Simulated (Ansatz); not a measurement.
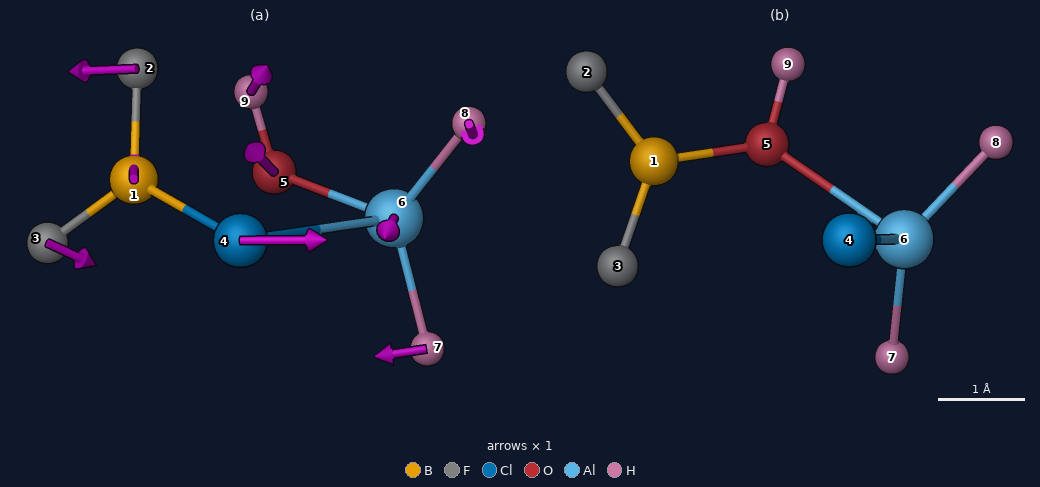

The structure of AlBH3OClF2 before (left) and after (right) a relaxation, at one scale. The purple arrows give the displacements, at their true length.

Style: ball-and-stick. Shown at a tilt.

The run prepares an end point of a later path (reaction) calculation, from a guessed geometry.

All numbers below come from RKS PBE0-D4/6-31G* (Ansatz).

Input
```yaml
crystal:
  periodic: [false, false, false]
  atoms:
    - { symbol: B, position_ang: [0.093495, 0.179595, -0.051245] }
    - { symbol: F, position_ang: [-0.588526, 0.37386, 1.058664] }
    - { symbol: F, position_ang: [1.357062, 0.486702, -0.134434] }
    - { symbol: Cl, position_ang: [-0.780723, -0.310253, -1.523908] }
    - { symbol: O, position_ang: [0.001327, -2.223263, 0.930038] }
    - { symbol: Al, position_ang: [-0.984892, -2.887997, -0.337198] }
    - { symbol: H, position_ang: [-0.20798, -3.739859, -1.420471] }
    - { symbol: H, position_ang: [-2.563848, -2.770858, -0.182443] }
    - { symbol: H, position_ang: [-0.453915, -1.678427, 1.606798] }
basis:
  gaussian: { orbitals: "6-31G*" }
hamiltonian:
  xc: pbe0
  dispersion: d4
relax:
  f_tol: 0.03
  max_steps: 50
output:
  orbitals: {}
```

Launched with:
```bash
ansatz run input.yaml --threads 2 --pin off --max-ram 3072MiB --backend cpu --events-out ev --progress --plain --runs-dir out
```

Question: What changed between the two?

Answer: After 27 accepted moves (30 points after the start) the energy has fallen by 1.441 eV. The largest force component goes from 0.73 to 0.028 eV/Å. The line search rejected the trial steps at points 4, 8, 20 of the run. Cl4 moves most after the best rigid fit: 1.11 Å. Largest moves by element: Cl 1.11 Å, F 0.95 Å, B 0.90 Å, O 0.87 Å, H 0.65 Å, Al 0.62 Å. Some distances before and after: B1–Cl4 1.781 → 3.399 Å, B1–O5 2.597 → 1.389 Å, Cl4–Al6 2.845 → 2.148 Å, O5–Al6 1.738 → 2.064 Å. New bonds form, among them: B1–O5 (2.60 → 1.39 Å). Bonds break, among them: B1–Cl4 (1.78 → 3.40 Å). Bond angles that change, for instance: O5–Al6–H8 117.7° → 93.7°, O5–Al6–H7 115.3° → 103.1°, Al6–O5–H9 116.9° → 110.7°.
